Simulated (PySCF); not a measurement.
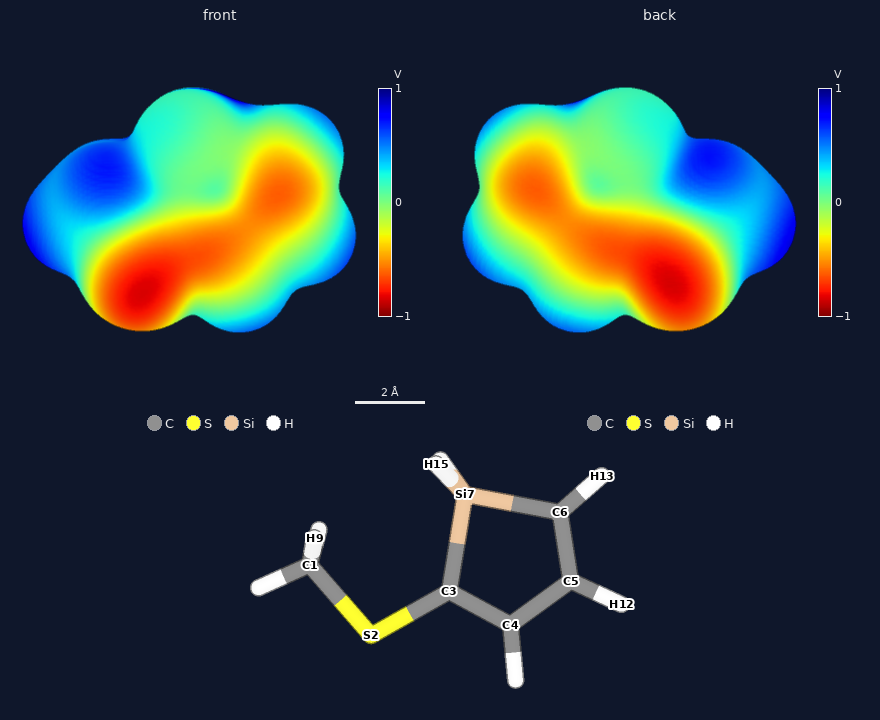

C$_{5}$H$_{8}$SSi (SMILES CSC1=CC=C[SiH2]1). The electrostatic potential painted on the density surface at 0.001 e/bohr³, seen from the front and from behind; red is negative and blue positive. The bare structure is drawn below in the same view.

Geometry: GFN2-xTB.

Computed with PySCF 2.14.0, PBE0/def2-SVPD, SCF density, gas phase.

Input file:

```
{"job": {"kind": "uv", "xc": "PBE0", "basis": "def2-SVPD", "nstates": 6, "ntriplets": 2}, "charge": 0, "multiplicity": 1}
C      2.682666    -0.236618    -0.596014
S      1.496798     0.629497    -1.665910
C      0.003600     0.366337    -0.812806
C     -1.169029     0.872363    -1.245537
C     -2.322018     0.559596    -0.433674
C     -2.115809    -0.197779     0.657407
Si    -0.298245    -0.629130     0.784074
H      2.399782    -1.280956    -0.507876
H      2.704841     0.236627     0.380828
H      3.652664    -0.150486    -1.075828
H     -1.270440     1.474079    -2.135918
H     -3.291759     0.938557    -0.725890
H     -2.912699    -0.482399     1.323047
H      0.027069    -2.044889     0.599821
H      0.408165    -0.046809     1.926708
```

Run with:

```sh
OMP_NUM_THREADS=1 python probes_run.py task.json out
```

**Describe the electrostatic potential map.**

The most negative region (about −0.8 V, or −18 kcal/mol for a unit charge) lies over S2, the most positive (about +0.8 V, or +18 kcal/mol for a unit charge) over Si7 and H10.

**What dipole moment does the calculation give?**

Its dipole moment is 1.26 D.
